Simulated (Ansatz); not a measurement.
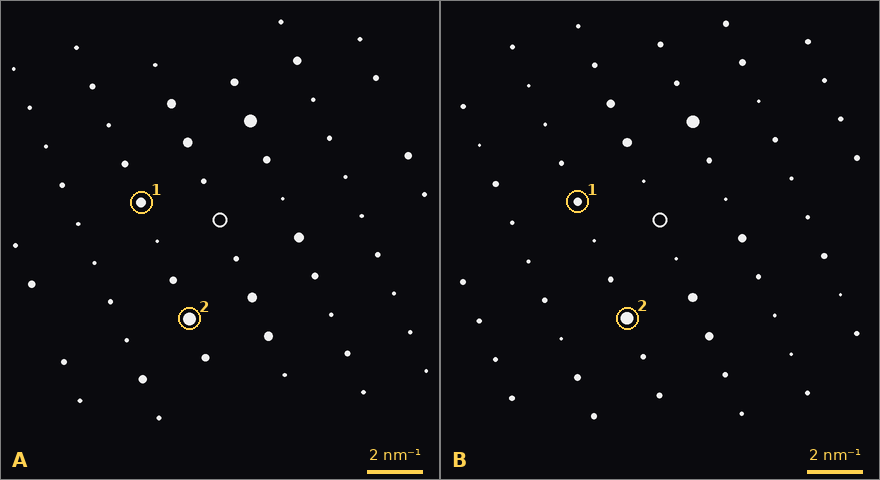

Kinematic electron diffraction patterns (200 kV, B = 0.5 Å², same scale) along [111] of the run's own cell, for the start and the end of one relaxation of Y2Cd2As3 with DFT, PAW plane waves, pbe in Ansatz. k mesh 4×4×4. The start is a generated model structure, and the relaxation ends in the nearest stationary point of its symmetry, not necessarily the ground state. Spot 1 is -1 2 -1 and spot 2 is -1 -1 2 in both.

Start structure:

```
CELL_PARAMETERS angstrom
0.00000 4.36944 0.00000
8.06160 -2.18472 0.00000
-0.86067 2.18472 -9.72617
ATOMIC_POSITIONS crystal
Y 0.26879 0.86694 0.32936
Y 0.73121 0.13306 0.67064
Y 0.39372 0.74016 0.95272
Y 0.60628 0.25984 0.04728
Cd 0.04587 0.77647 0.68473
Cd 0.95413 0.22353 0.31527
Cd 0.40805 0.47457 0.65847
Cd 0.59195 0.52543 0.34153
As 0.08043 0.04242 0.88156
As 0.91957 0.95758 0.11844
As 0.15973 0.50411 0.18465
As 0.84027 0.49589 0.81535
As 0.37301 0.21705 0.47103
As 0.62699 0.78295 0.52897
```

Question: Which pattern belongs to the start structure, and which to the relaxed one?

Answer: A is the start: its cell gives d(1) = 3.367 Å, d(2) = 2.627 Å and an angle of 85.3°. B is the relaxed structure, with d(1) = 3.239 Å (-3.8 %), d(2) = 2.628 Å (+0.0 %) and 83.8°.

Question: Name reflections whose intensity changes strongly on relaxation.

Answer: 1 3 -4 comes into sight; 1 2 -3 goes from 14 to 1.8 % of the strongest spot; 1 0 -1 goes from 9.9 to 2.6 % of the strongest spot; 2 1 -3 goes from 17 to 7 % of the strongest spot.

Question: Summarise the relaxation behind the change.

Answer: The volume changed by -3.5 % to 23.62 Å³ an atom; with the mean shift removed, the atoms moved by up to 0.43 Å relative to the cell (As most); the space group stayed C2/m (No. 12); the free energy fell by 120 meV an atom. Relaxed cell: a = 4.196 Å, b = 8.001 Å, c = 10.476 Å, α = 98.77°, β = 78.45°, γ = 105.20°.
